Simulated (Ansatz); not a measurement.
System: rock-salt SnTe (cubic form, which distorts at low temperature). Method: RPBE (Ansatz, a program for electronic structure, plane waves, PAW).

Run with plane-wave cutoff 520 eV, 10×10×10 k mesh, Fermi–Dirac smearing 0.01 eV, scalar-relativistic PAW data made under PBE.

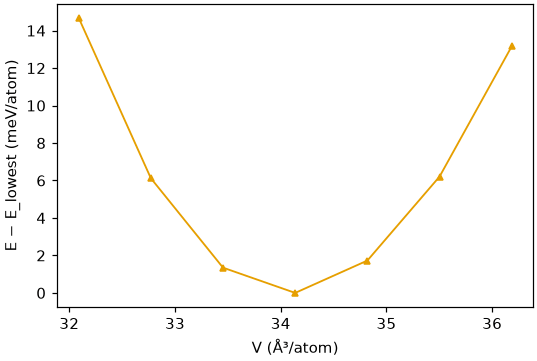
Fig. 1. Total energy against volume

From the curve, estimate the equilibrium volume and the bulk modulus.

V0 ≈ 34.1 Å³/atom and B0 ≈ 36 GPa; the fit gives V0 = 34.083 Å³/atom, B0 = 36.2 GPa, B′ = 4.4.

Measured, for comparison: bulk modulus 37.8 GPa (temperature not stated, no zero-point or thermal correction; as tabulated in Toher et al. (2017), arXiv:1611.05714); equilibrium volume per atom 31.50 Å³/atom (room temperature, no zero-point or thermal correction; as tabulated in Maiti et al. (2022), arXiv:2109.01420). Computed (rounded) less measured: bulk modulus -4 %, equilibrium volume per atom +8.2 %.

Note: symmetry holds this phase in the static calculation, where it need not be a minimum.

Spin–orbit coupling is not included.

The computed numbers hold no vibrational or temperature effects.

Cost on a shared machine: around 30 core-seconds (rough).
